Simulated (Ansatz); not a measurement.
# Al2Cu (I4/mcm): Migdal–Eliashberg transition temperature, part 2 of 2

Aim: the phonon-mediated transition temperature of Al2Cu (I4/mcm) at ambient pressure, over a range of μ*. The cell shown first is a relaxed one, from steps not shown here.

Ansatz 0.2.0; DFT PBE, scalar-relativistic, plane waves, PAW; PAW set soft_1.

So far, log mean phonon energy ħω_log (meV): step 2 (coupling and resistivity: q 2×2×2, k 6×6×6, scattering 8×8×8) 20.7; step 3 (k-mesh 9×9×9, scattering mesh 12×12×12, q mesh 3×3×3) 20.4.

## Step 4: Coupling and resistivity: q 4×4×4, k 8×8×8, scattering 16×16×16

The next rung changes the q mesh, which sets the reach of the force constants and couplings; the k mesh of the density and its response; the scattering mesh, which samples the Fermi surface.

input.yaml

```yaml
crystal:
  lattice:
    - [-3.0414481649, 3.0414481649, 2.4163565168]
    - [3.0414481649, -3.0414481649, 2.4163565168]
    - [3.0414481649, 3.0414481649, -2.4163565168]
  atoms:
    - { symbol: Al, position: [0.6575723575, 0.1575723575, 0.8151447151] }
    - { symbol: Al, position: [0.1575723575, 0.3424276425, 0.5] }
    - { symbol: Al, position: [0.3424276425, 0.8424276425, 0.1848552849] }
    - { symbol: Al, position: [0.8424276425, 0.6575723575, 0.5] }
    - { symbol: Cu, position: [0.25, 0.25, 0.0] }
    - { symbol: Cu, position: [0.75, 0.75, 0.0] }
kpoints:
  mp_grid: { grid: [8, 8, 8] }
hamiltonian:
  xc: pbe
  pseudopotentials: { kind: paw, azcp: { folder: soft_1 } }
scf:
  occupations: { method: methfessel_paxton, width: 0.2 }
output:
  eigenvalues: true
phonons:
  method: dfpt
  qmesh: [4, 4, 4]
  temperatures: { t_max: 1000, t_step: 50 }
  qpath:
    path:
      - [[0.0, 0.0, 0.0], [0.0, 0.0, 0.5], [-0.5, 0.5, 0.5], [0.0, 0.0, 0.0]]
      - [[0.0, 0.0, 0.5], [0.25, 0.25, 0.25], [0.0, 0.5, 0.0], [0.0, 0.0, 0.0]]
    npoints: 6
  electrical_resistivity:
    mesh: [16, 16, 16]
    temperatures: [20.0, 50.0, 80.0, 100.0, 150.0, 200.0, 273.0, 300.0, 400.0, 500.0, 600.0, 800.0]
  superconductivity: { mesh: [16, 16, 16] }
```

Started as:

```console
> ansatz run input.yaml --threads 16 --pin off --max-ram 92160MiB --backend cuda --events-out ev --progress --plain --runs-dir out --max-vram 78GiB
```

Numbers of over 12 decimals in the logs are rounded to 6 here.

Output:

```text
[...]
Crystal: 6 atoms, lattice volume = 89.409 Å³
Basis set: ecut = 420 eV, 1737 PW (Γ), exchange–correlation on 72×72×72 points (8 copies of the dense FFT grid, shifted against one another)
Bands: 31, of which v1, the nominal top of the filled ones, is band 25 counted from 1 (24 counted from 0)
Symmetry: 16 space group operations
k-points: 59 of 512
[...]
SCF iter   1: F=—  HF=-15408.680384 eV  |F-HF|=—  |Δ(HF+E_count)|=         —  Δρ=3.56e-1  dr2=8.51e1  ethr=3.10e-3  ⟨swp⟩=7.5  Hψ=8644  notcnv=0
[...]
SCF iter   2: F=—  HF=-15402.765674 eV  |F-HF|=—  |Δ(HF+E_count)|=    5.91e0  S|Δr|=    0.00e0  Δρ=1.14e-1  dr2=1.12e1  ethr=3.10e-3  ⟨swp⟩=2.4  Hψ=4167  notcnv=0
[...]
SCF iter  12: F=-15401.336967 eV  HF=-15401.336967 eV  |F-HF|=1.82e-12  |Δ(HF+E_count)|=  9.09e-12  S|Δr|=    0.00e0  Δρ=3.47e-8  dr2=1.00e-12  ethr=1.00e-12  ⟨swp⟩=5.2  Hψ=9663  notcnv=0
SCF 1 converged in 12 iterations: F = -15401.336967 eV  dr2 = 1.00e-12
[...]
SCF iter   3: F=-15401.336967 eV  HF=-15401.336967 eV  |F-HF|=1.82e-12  |Δ(HF+E_count)|=  4.55e-11  S|Δr|=    0.00e0  Δρ=1.47e-7  dr2=8.42e-12  ethr=1.00e-12  ⟨swp⟩=2.6  Hψ=6513  notcnv=0
SCF 2 converged in 3 iterations: F = -15401.336967 eV  dr2 = 8.42e-12
[...]
SCF 3 converged in 12 iterations: F = -15401.336967 eV  dr2 = 1.02e-12
[...]
SCF converged after 12 iterations
[...]
vibrations of 64 cells: unjudged by the run; compare a larger repeat
[...]
--- Superconductivity: potentials and phonons of a 4×4×4 supercell ---
           mesh         λ    ħω_log (meV)  μ* declared at (meV)
       16×16×16    0.3985          20.308               24.670
          8×8×8    0.4087          20.757               24.859
          4×4×4    4.3192          30.803               32.639
  λ by the species' shares of the modes' patterns: Al 0.2682, Cu 0.1302
[...]
0.08      1.508         1.535         1.360         1.360         1.515         1.514          1.514
      0.10      0.968         0.983         0.841         0.841         0.976         0.976          0.976
      0.12      0.568         0.576         0.477         0.477         0.589         0.589          0.589
      0.13      0.417         0.423         0.345         0.345         0.445         0.445          0.445
      0.14      0.296         0.300         0.242         0.242         0.329         0.329          0.329
      0.16      0.131         0.133         0.106         0.106         0.168         0.168          0.168
      0.20      0.011         0.011    none_found    none_found    none_found    none_found     none_found
  none_found: no transition down to 0.1 K
[...]
vibrations of 64 cells: unjudged by the run; compare a larger repeat
[...]
```

The job ended after 6.6 min (1 × NVIDIA GB200 with 16 threads of Arm Neoverse V2, shared host; peak memory 23 GiB; 33 min of CPU time).

Numbers from this step:

```
zero point energy                                       : 0.2187 eV/cell
highest frequency on the path or at a solved wavevector : 314.8 cm⁻¹
Debye temperature (second moment)                       : 385 K
resistivity at 300 K                                    : 5.648 μΩ cm, mean of the axes
coupling constant λ                                     : 0.3985
density of states at the Fermi level                    : 0.9773 states/eV a spin and cell
log mean phonon energy ħω_log                           : 20.31 meV
transport coupling constant λ_tr                        : 0.357, 0.357, 0.397 (xx, yy, zz)
Drude plasma energy                                     : 8.218, 8.218, 9.127 eV (xx, yy, zz)
resistivity times mean free path                        : 8.878, 8.878, 6.517 × 10⁻¹⁶ Ω m² (xx, yy, zz)
second-moment phonon energy ħω₂                         : 24.67 meV
```

An empty cell: under 1 mK by a formula, or no transition down to the floor of the Eliashberg search. Transition temperatures:

```tsv
μ*	McMillan Tc (K)	Allen–Dynes Tc (K)	isotropic Fermi-surface Tc (K)	isotropic full bandwidth Tc (K)	anisotropic Fermi-surface Tc (K)	anisotropic full bandwidth Tc (K)	anisotropic narrow window Tc (K)
0.08	1.51	1.53	1.36	1.36	1.52	1.51	1.51
0.1	0.968	0.983	0.841	0.841	0.976	0.976	0.976
0.12	0.568	0.576	0.477	0.477	0.589	0.589	0.589
0.13	0.417	0.423	0.345	0.345	0.445	0.445	0.445
0.14	0.296	0.3	0.242	0.242	0.329	0.329	0.329
0.16	0.131	0.133	0.106	0.106	0.168	0.168	0.168
0.2	0.0114	0.0115	-	-	-	-	-
```

The Eliashberg function α²F has structure finer than the step of the table below, so its rows give means over 2.5 meV, whole bins alone (the curve runs from 0.153 to 39.0 meV). Peaks (meV: height): α²F 16.68: 0.163, 22.50: 0.178, 31.37: 0.463, 34.74: 0.713; α²F tr 16.68: 0.196, 22.50: 0.167, 31.37: 0.412, 34.74: 0.521.

Eliashberg function α²F against phonon energy; means over each step:

```tsv
phonon energy (meV)	α²F	α²F tr
2.5	0.00226	0.00122
5.0	0.00983	0.00852
7.5	0.0221	0.0221
10.0	0.0442	0.0450
12.5	0.0889	0.0956
15.0	0.113	0.130
17.5	0.109	0.121
20.0	0.0765	0.0769
22.5	0.137	0.125
25.0	0.0925	0.0896
27.5	0.152	0.145
30.0	0.245	0.205
32.5	0.293	0.232
35.0	0.407	0.299
37.5	0.0252	0.0216
```

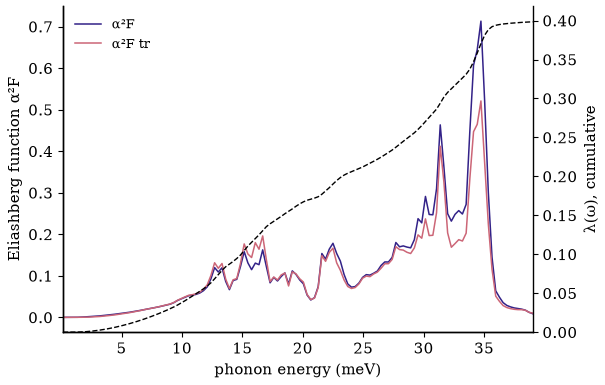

Eliashberg function α²F against phonon energy. The dashed line is the running λ.

The Eliashberg function α²F has structure finer than the step of the table below, so its rows give means over 2.5 meV, whole bins alone (the curve runs from 0.153 to 39.0 meV). Peaks (meV: height): α²F 16.68: 0.163, 22.50: 0.178, 31.37: 0.463, 34.74: 0.713; Al 22.50: 0.136, 31.37: 0.422, 34.74: 0.631; Cu 12.70: 0.0675, 15.15: 0.0927, 16.68: 0.109, 22.50: 0.0427, 34.74: 0.0817.

Table of Eliashberg function α²F by phonon energy; means over each step:

```tsv
phonon energy (meV)	α²F	Al	Cu
2.5	0.00226	0.00102	0.00122
5.0	0.00983	0.00443	0.00541
7.5	0.0221	0.00959	0.0125
10.0	0.0442	0.0178	0.0264
12.5	0.0889	0.0387	0.0502
15.0	0.113	0.0434	0.0700
17.5	0.109	0.0497	0.0593
20.0	0.0765	0.0525	0.0240
22.5	0.137	0.104	0.0328
25.0	0.0925	0.0668	0.0257
27.5	0.152	0.125	0.0270
30.0	0.245	0.226	0.0188
32.5	0.293	0.261	0.0318
35.0	0.407	0.354	0.0529
37.5	0.0252	0.0106	0.0146
```

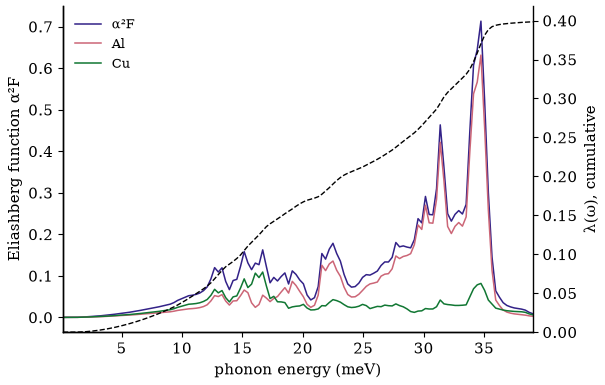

Eliashberg function α²F against phonon energy. The dashed line is the running λ.

Anisotropic full-bandwidth solution, weighted at the Fermi level. Gaps:

```tsv
mu*	T (K)	mean gap (meV)	5 % (meV)	95 % (meV)	mean Z
0.1	0.244	0.14	0.0986	0.177	1.4
0.1	0.488	0.133	0.0932	0.168	1.4
0.1	0.732	0.107	0.0741	0.136	1.4
0.1	0.878	0.0719	0.0496	0.0916	1.4
0.13	0.111	0.0621	0.0393	0.0823	1.4
0.13	0.223	0.0587	0.0369	0.0781	1.4
0.13	0.334	0.0469	0.0291	0.0626	1.4
0.13	0.401	0.0315	0.0194	0.0422	1.4
0.16	0.0421	0.0223	0.0118	0.0316	1.4
0.16	0.0842	0.021	0.011	0.0299	1.4
0.16	0.126	0.0167	0.00855	0.0239	1.4
0.16	0.151	0.0112	0.00567	0.016	1.4
```

dTc/da2F against phonon energy:

```tsv
phonon energy (meV)	dTc/da2F (K/meV)
2.5	3.21
5.0	2.09
7.5	1.58
10.0	1.26
12.5	1.05
15.0	0.905
17.5	0.789
20.0	0.699
22.5	0.625
25.0	0.564
27.5	0.513
30.0	0.470
32.5	0.433
35.0	0.401
37.5	0.372
```

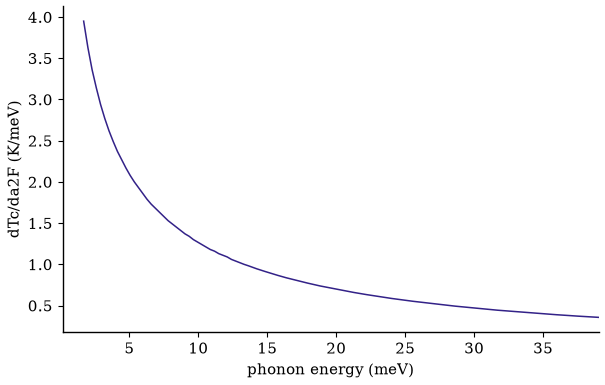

dTc/da2F against phonon energy.

The share of the Fermi-level states by lambda of a state:

```tsv
lambda of a state	share of the Fermi-level states
0.203	8.0e-4
0.221	1.0e-4
0.238	0
0.255	0.0149
0.272	0.003
0.290	0.012
0.307	0.021
0.324	0.0533
0.342	0.103
0.359	0.119
0.376	0.122
0.394	0.0855
0.411	0.113
0.428	0.0818
0.446	0.0673
0.463	0.0611
0.480	0.109
0.498	0.0205
0.515	0.0031
0.532	0.0035
0.550	0.0019
0.567	0
0.584	0.0031
0.602	0
```

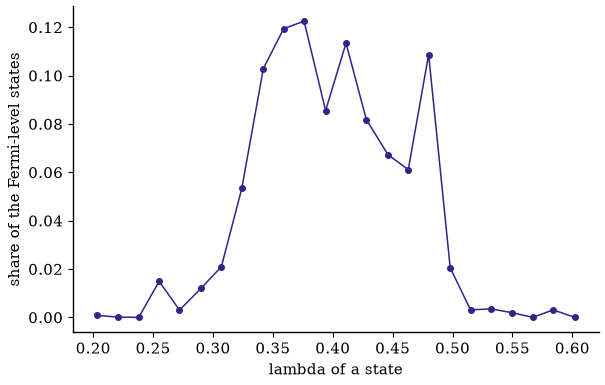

Share of the Fermi-level states against lambda of a state.

## Step 5: Summary of results

```
meshes                                 : q 4×4×4, k 8×8×8, scattering 16×16×16
coupling constant λ                    : 0.399
log mean phonon energy ħω_log          : 20.3 meV
Allen–Dynes Tc at μ* = 0.1             : 0.983 K
Allen–Dynes Tc at μ* = 0.13            : 0.423 K
anisotropic Eliashberg Tc at μ* = 0.1  : 0.976 K
anisotropic Eliashberg Tc at μ* = 0.13 : 0.445 K
```

In the last run (PBE, q 4×4×4, k 8×8×8, scattering 16×16×16), with λ = 0.40 and ħω_log = 20.3 meV, Tc at μ* = 0.13 is 0.42 K by McMillan's formula, 0.42 K by Allen and Dynes's and 0.45 K by the anisotropic Eliashberg equations. Raising μ* from 0.10 to 0.16 lowers the Allen–Dynes value from 0.98 to 0.13 K. The mean gap at a quarter of Tc gives 2Δ/k_B Tc = 3.24, against 3.53 in weak-coupling theory. The gap spreads from 0.039 to 0.082 meV over nine tenths of the Fermi surface. By the run's own test λ is not converged in the fine mesh: it moves by 3 % between the two finest, and by up to 35 % in the other runs. The run's transport test calls it not converged in the mesh; ρ(300 K) moves by 7 % in the component that moves most. Over the runs, λ takes the values 0.411, 0.398 and 0.399, in the order shown. μ* is a typed number, phonons are harmonic, and spin fluctuations are left out; at μ* = 0.13 McMillan's formula turns 1 % in λ into about 7.8 % in Tc.

[Logs are printed without paths, hosts, clocks, repeated set-up lines and the standing remarks that a program may print on its own settings, such as how far it seeks lower states.]

[Hosts, paths, dates, database ids (printed as entryN), source tags and the programs' standing remarks are cut or masked in the printed files.]
